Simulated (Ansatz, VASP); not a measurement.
# Cross-check of ZnCu2SnSe4 between VASP and Ansatz, part 2 of 2

Aim: how closely do two programs agree when they are given the same cell, functional and k mesh?

VASP 6.6.1 and Ansatz 0.2.0.

So far. Step 2 (VASP: band structure, PBE): The run ends at a pressure of -0.03 GPa, with forces up to 0.099 eV/Å.

**3. Ansatz: band structure, PBE**

Level of this step: Ansatz beside VASP: Kohn-Sham DFT, plane waves, PBE (Ansatz).

Ansatz runs on its default PAW (the set named soft_2) files.

The same cell, functional, mesh and smearing now go to Ansatz, which takes its cutoff from its data sets.

Contents of input.yaml:

```yaml
crystal:
  lattice:
    - [-2.885637, 2.885637, 5.739831]
    - [2.885637, -2.885637, 5.739831]
    - [2.885637, 2.885637, -5.739831]
  atoms:
    - { symbol: Zn, position: [0.75, 0.25, 0.5] }
    - { symbol: Cu, position: [0.25, 0.75, 0.5] }
    - { symbol: Cu, position: [0.0, 0.0, 0.0] }
    - { symbol: Sn, position: [0.5, 0.5, 0.0] }
    - { symbol: Se, position: [0.629754, 0.636534, 0.526247] }
    - { symbol: Se, position: [0.110287, 0.103507, 0.473753] }
    - { symbol: Se, position: [0.896493, 0.370246, 0.00678] }
    - { symbol: Se, position: [0.363466, 0.889713, 0.99322] }
hamiltonian:
  xc: pbe
  pseudopotentials: { kind: paw }
kpoints:
  mp_grid: { grid: [4, 4, 4] }
  band_path:
    path:
      - [0.0, 0.0, 0.0]
      - [0.0, 0.0, 0.21429]
      - [0.0, 0.0, 0.42857]
      - [-0.01805, 0.01805, 0.5]
      - [-0.07221, 0.07221, 0.5]
      - [-0.12637, 0.12637, 0.5]
      - [-0.17975, 0.17975, 0.44662]
      - [-0.25981, 0.25981, 0.36656]
      - [-0.31319, 0.31319, 0.31319]
      - [-0.17896, 0.17896, 0.17896]
      - [-0.04474, 0.04474, 0.04474]
      - [0.07143, 0.07143, -0.07143]
      - [0.28571, 0.28571, -0.28571]
      - [0.5, 0.5, -0.5]
      - [0.44662, 0.55338, -0.44662]
      - [0.36656, 0.63344, -0.36656]
      - [0.31319, 0.68681, -0.31319]
      - [0.17896, 0.60675, -0.17896]
      - [0.04474, 0.52669, -0.04474]
      - [0.03571, 0.46429, 0.03571]
      - [0.14286, 0.35714, 0.14286]
      - [0.25, 0.25, 0.25]
      - [0.32143, 0.32143, 0.14246]
      - [0.42857, 0.42857, -0.01884]
      - [0.5, 0.5, -0.12637]
      - [0.5, 0.5, -0.2865]
      - [0.5, 0.5, -0.44662]
      - [0.03571, 0.03571, 0.46429]
      - [0.14286, 0.14286, 0.35714]
      - [0.25, 0.25, 0.25]
    npoints: 1
scf:
  occupations: { method: gaussian, width: 0.01 }
  n_extra_bands: 10
output:
  forces: true
  stress: true
  eigenvalues: true
  write_density: true
  write_potential: true
  elf: true
  volumetric_format: npy
```

On the command line:

```
ansatz run input.yaml --threads 4 --pin off --max-ram 9216MiB --backend cpu --events-out ev --progress --plain --runs-dir out
```

Numbers of over 12 decimals in the logs are rounded to 6 here.

Log:

```text
scf.n_extra_bands = 10 over 64 filled bands (N_el = 128.0): the run solves 74 bands
Engine: ansatz 0.2.0, aarch64-unknown-linux-gnu
Pseudopotentials: kind: paw
Pseudopotential: Zn, paw, valence charge 12, recommended cutoff 420 eV (normal), Zn.paw.azcp
Pseudopotential: Cu, paw, valence charge 19, recommended cutoff 420 eV (normal), Cu.paw.azcp
Pseudopotential: Sn, paw, valence charge 14, recommended cutoff 420 eV (normal), Sn.paw.azcp
Pseudopotential: Se, paw, valence charge 16, recommended cutoff 420 eV (normal), Se.paw.azcp
Functional definition: PBE
  parameter kappa = 0.804
  parameter beta = 0.066725
  exchange = pbe_x(kappa = kappa, mu = beta*pi^2/3)
  correlation = pbe_c(beta = beta)
Crystal: 8 atoms, lattice volume = 191.180 Å³
Basis set: ecut = 420 eV, 3739 PW (Γ), exchange–correlation on 96×96×96 points (8 copies of the dense FFT grid, shifted against one another)
Bands: 74, of which v1, the nominal top of the filled ones, is band 64 counted from 1 (63 counted from 0)
Symmetry: 4 space group operations
Space group: I-4 (ITA 82), of the structure as read, at distance tolerance 5.8e-5 Å
k-points: 14 of 64 (time reversal used)
Non-local potential: Zn, projectors of the file, l = 0: 2, l = 1: 2, l = 2: 3, l = 3: 1
Non-local potential: Cu, projectors of the file, l = 0: 3, l = 1: 2, l = 2: 3, l = 3: 1
Non-local potential: Sn, projectors of the file, l = 0: 2, l = 1: 2, l = 2: 2, l = 3: 2
Non-local potential: Se, projectors of the file, l = 0: 2, l = 1: 2, l = 2: 3, l = 3: 1
PAW form: soft (Blöchl's): semilocal exchange-correlation on the pseudo side does not see the compensation charge
PAW one-centre angular grid: Zn, 590 points (default); XC on 64 Gauss nodes
PAW one-centre angular grid: Cu, 590 points (default); XC on 64 Gauss nodes
PAW one-centre angular grid: Sn, 590 points (default); XC on 64 Gauss nodes
PAW one-centre angular grid: Se, 590 points (default); XC on 64 Gauss nodes
Initial density: superposition of atomic densities (neutral atoms: chi_scale 0, normalization atom), corrected by the library's trained network
Initial wavefunctions: pseudopotential atomic-orbital guess
Functional: x = pbe(κ = 0.804, μ = 0.219515), c = pbe(β = 0.066725)
SCF iter   1: F=—  HF=-44473.034515 eV  |F-HF|=—  |Δ(HF+E_count)|=         —  Δρ=1.19e-3  dr2=2.37e-3  ethr=1.77e-3  ⟨swp⟩=6.1  Hψ=3733  notcnv=0  defer=1
preconditioner: auto → Resta (q_TF=auto, 2.552 Å⁻¹)  ε∞=5.2  [insulator: Δε(μ)=0.050 eV  Ē_g=11.062 eV  σ=0.010 eV  W_gap=1.00  n_scr=60 (ndim 8)  ℏωp=22.8 eV  f_vac=0.138  D(μ)=0.01/eV (n_scr^D=0)  ε∞_Penn≈5.2]
SCF iter   2: F=—  HF=-44473.035099 eV  |F-HF|=—  |Δ(HF+E_count)|=   5.84e-4  Δρ=1.19e-3  dr2=1.53e-3  ethr=1.85e-6  ⟨swp⟩=3.0  Hψ=2403  notcnv=0  defer=64
SCF iter   3: F=—  HF=-44473.034877 eV  |F-HF|=—  |Δ(HF+E_count)|=   2.23e-4  Δρ=5.50e-4  dr2=5.17e-4  ethr=1.19e-6  ⟨swp⟩=2.0  Hψ=1928  notcnv=0  defer=64
SCF iter   4: F=—  HF=-44473.034898 eV  |F-HF|=—  |Δ(HF+E_count)|=   2.14e-5  Δρ=1.87e-4  dr2=6.50e-5  ethr=4.04e-7  ⟨swp⟩=2.0  Hψ=1342  notcnv=0  defer=64
SCF iter   5: F=—  HF=-44473.034891 eV  |F-HF|=—  |Δ(HF+E_count)|=   7.43e-6  Δρ=1.10e-4  dr2=2.29e-5  ethr=5.08e-8  ⟨swp⟩=2.0  Hψ=1350  notcnv=0  defer=64
SCF iter   6: F=—  HF=-44473.034895 eV  |F-HF|=—  |Δ(HF+E_count)|=   4.17e-6  Δρ=7.57e-5  dr2=1.05e-5  ethr=1.79e-8  ⟨swp⟩=2.0  Hψ=1864  notcnv=0  defer=64
SCF iter   7: F=—  HF=-44473.034896 eV  |F-HF|=—  |Δ(HF+E_count)|=   1.54e-6  Δρ=2.56e-5  dr2=2.29e-6  ethr=8.24e-9  ⟨swp⟩=2.0  Hψ=1336  notcnv=0  defer=64
SCF iter   8: F=—  HF=-44473.034898 eV  |F-HF|=—  |Δ(HF+E_count)|=   1.34e-6  Δρ=1.27e-5  dr2=4.29e-7  ethr=1.79e-9  ⟨swp⟩=2.0  Hψ=1406  notcnv=0  defer=64
SCF iter   9: F=-44473.034898 eV  HF=-44473.034898 eV  |F-HF|=1.11e-8  |Δ(HF+E_count)|=   3.70e-7  Δρ=5.68e-6  dr2=5.88e-8  ethr=7.81e-11  ⟨swp⟩=10.5  Hψ=7755  notcnv=0
SCF 1 converged in 9 iterations: F = -44473.034898 eV  dr2 = 5.88e-8
  greatest PAW one-centre occupation: 1.000 electrons in one spin orbital (limit 2), on the Cu atom at site 2 (counted from 0), in its partial waves of l = 0
NSCF: frozen V_eff on 30 k-points
SCF converged after 9 iterations
Free energy (F): -44473.034898 eV
Harris-Foulkes:  -44473.034898 eV  (|F-HF|=1.11e-8)
Internal energy: -44473.034896 eV  (E = F + TS)
E sigma→0 (E₀):  -44473.034897 eV
Entropy (-TS):   -0.000002 eV (-0.000 meV/atom)
Fermi energy:    8.163150 eV
--- Per-component energies (eV) ---
  E_band       = -2669.645137
  E_kinetic    = 1389.727784
  E_local      = -24466.933805  (includes V_loc(G=0)·N_el)
  E_nonlocal   = -1001.812030
  E_hartree    = 11494.340952
  E_xc         = -1111.040221
  E_vxc        = -765.842717  (∫ρ·V_xc dr)
  E_paw        = -16953.828379  (= ΣΔE_a)
  E_vpaw       = -813.446226  (= ΣTr[D̂ρ^β])
  E_aug_tail   = -0.002091  (compensation charges beyond the density's cutoff)
  E_ewald      = -13823.487106
  E_smearing   = -0.000002  (= −TS)
  E_closure    = 0.000000  (closes the sum)
  Σ components = -44473.034898   (vs F -44473.034898, Δ=0.00e0)
--- Forces (eV/Å), atoms counted from 1 ---
  atom   1  Zn    -0.00000000     0.00000000     0.00000000
  atom   2  Cu     0.00000000    -0.00000000     0.00000000
  atom   3  Cu    -0.00000000    -0.00000000     0.00000000
  atom   4  Sn     0.00000000    -0.00000000     0.00000000
  atom   5  Se     0.10341630    -0.00466822    -0.02820437
  atom   6  Se    -0.10341630     0.00466822    -0.02820437
  atom   7  Se     0.00466822     0.10341630     0.02820437
  atom   8  Se    -0.00466822    -0.10341630     0.02820437
  max |Σ_I F_I| component: 2.78e-17 eV/Å
--- Stress (GPa, compression-positive) ---
        0.125756      -0.000000      -0.000000
        0.000000       0.125756      -0.000000
       -0.000000      -0.000000       0.196928
  P = ⅓ Tr σ = 0.1495 GPa (1.495 kbar)
--- Band table (eV; the first three rows and the last of 14) ---
  k-point 0: bands = [... 60 lower, 6.6978, 7.8822, 8.1399, 8.1399, 8.1850, 9.9248, 10.4327, 11.5605, ... 6 higher]
  k-point 1: bands = [... 60 lower, 6.8326, 7.0444, 7.5713, 7.9956, 9.0429, 10.7439, 10.9429, 11.3084, ... 6 higher]
  k-point 2: bands = [... 60 lower, 7.3251, 7.4424, 7.6466, 7.7920, 8.3288, 9.9511, 10.7418, 11.8192, ... 6 higher]
  k-point 13: bands = [... 60 lower, 7.0780, 7.0780, 7.3082, 7.3082, 9.0454, 9.9918, 9.9918, 10.2041, ... 6 higher]
```

It took 15 s on 4 threads of Arm Neoverse V2, shared host; peak memory 0.88 GiB.

**4. Differences**

Known differences besides the PAW data sets themselves: the data sets hold 128 valence electrons in Ansatz (default PAW (the set named soft_2) files) and 72 in VASP; the cutoff is 420 eV in Ansatz and 440 eV in VASP; VASP leaves aspherical gradient terms in its spheres out (LASPH is not set), Ansatz keeps them. Total energies have different zeros and are not compared.

The two programs side by side:

```csv
quantity,Ansatz,VASP,difference
gap over the path points (eV),0.045,0.045,+0.001
```

Forces (eV/Å; atoms numbered as in POSCAR):

```csv
atom,"Ansatz x, y, z","VASP x, y, z"
Zn1,"0.000, 0.000, 0.000","0.000, 0.000, 0.000"
Cu2,"0.000, 0.000, 0.000","0.000, 0.000, 0.000"
Cu3,"0.000, 0.000, 0.000","0.000, 0.000, 0.000"
Sn4,"0.000, 0.000, 0.000","0.000, 0.000, 0.000"
Se5,"0.103, -0.005, -0.028","0.096, -0.010, -0.023"
Se6,"-0.103, 0.005, -0.028","-0.096, 0.010, -0.023"
Se7,"0.005, 0.103, 0.028","0.010, 0.096, 0.023"
Se8,"-0.005, -0.103, 0.028","-0.010, -0.096, 0.023"
```

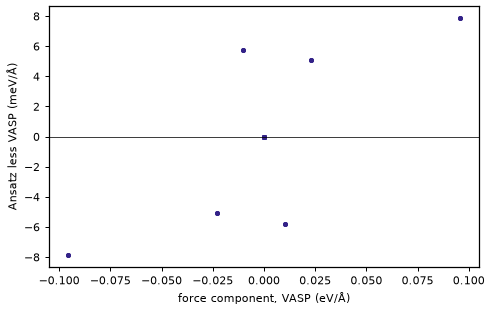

Difference of the force components against their size.

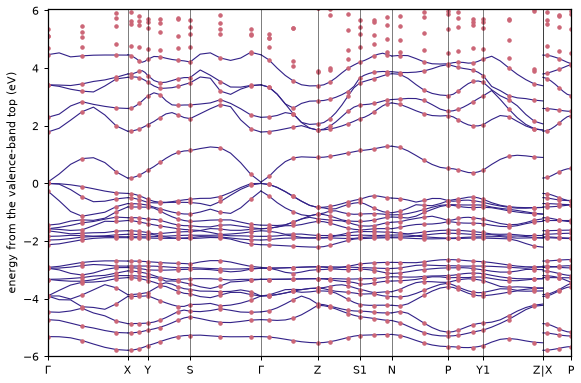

Bands from VASP (lines) and levels from Ansatz (dots). Dots without a line are higher empty bands that the VASP plot leaves out.

Levels at points of the path, from each program's valence-band top (eV; 4 filled, then empty):

```csv
k (reciprocal lattice),Ansatz,VASP
0.000 0.000 0.000,-1.44 -0.26 0.00 0.00 0.04 1.78 2.29,-1.45 -0.26 0.00 0.00 0.04 1.78 2.29
0.000 0.000 0.214,-1.26 -1.13 -0.46 -0.11 0.86 2.49 2.83,-1.26 -1.14 -0.46 -0.11 0.86 2.49 2.84
0.000 0.000 0.429,-0.98 -0.80 -0.54 -0.33 0.40 2.00 2.62,-0.98 -0.81 -0.54 -0.33 0.40 2.00 2.62
-0.018 0.018 0.500,-0.81 -0.70 -0.50 -0.35 0.20 1.82 2.61,-0.82 -0.70 -0.50 -0.35 0.19 1.82 2.61
-0.072 0.072 0.500,-0.82 -0.71 -0.56 -0.43 0.29 1.89 2.78,-0.82 -0.71 -0.56 -0.43 0.29 1.89 2.78
-0.126 0.126 0.500,-0.82 -0.75 -0.66 -0.55 0.46 2.04 3.04,-0.83 -0.75 -0.66 -0.55 0.46 2.04 3.04
-0.180 0.180 0.447,-0.95 -0.87 -0.68 -0.65 0.73 2.29 3.08,-0.95 -0.88 -0.68 -0.65 0.73 2.29 3.08
-0.260 0.260 0.367,-1.23 -1.03 -0.65 -0.60 1.08 2.37 2.71,-1.23 -1.03 -0.66 -0.60 1.08 2.37 2.71
-0.313 0.313 0.313,-1.31 -1.06 -0.66 -0.55 1.14 2.25 2.72,-1.32 -1.06 -0.66 -0.55 1.14 2.25 2.72
-0.179 0.179 0.179,-1.26 -1.00 -0.62 -0.45 1.24 2.74 2.91,-1.26 -1.00 -0.63 -0.45 1.24 2.74 2.91
```

The forces differ by 4.5 meV/Å r.m.s., which is 11.1 % of the r.m.s. force of 0.04 eV/Å (both taken over all components). Among the levels compared (up to four filled and three empty ones at each point), filled levels agree within 5 meV and empty ones within 4 meV.

**5. What came out**

| Item | Value |
| --- | --- |
| difference in gap over the path points (band structure, PBE) | 5.0e-4 eV |

**Reading.** The difference in gap over the path points is 5.0e-4 eV (band structure, PBE), within the 0.08 eV picked in this series as the mark of a large difference. Differences of this kind measure data sets and numerical settings, not the functional's error against experiment.

[Lines on the potential files, build, host, timing and source positions are cut from VASP's logs without a mark.]

[Logs are printed without paths, hosts, clocks, repeated set-up lines and the standing remarks that a program may print on its own settings, such as how far it seeks lower states.]

[Hosts, paths, dates, database ids (printed as entryN), source tags and the programs' standing remarks are cut or masked in the printed files.]
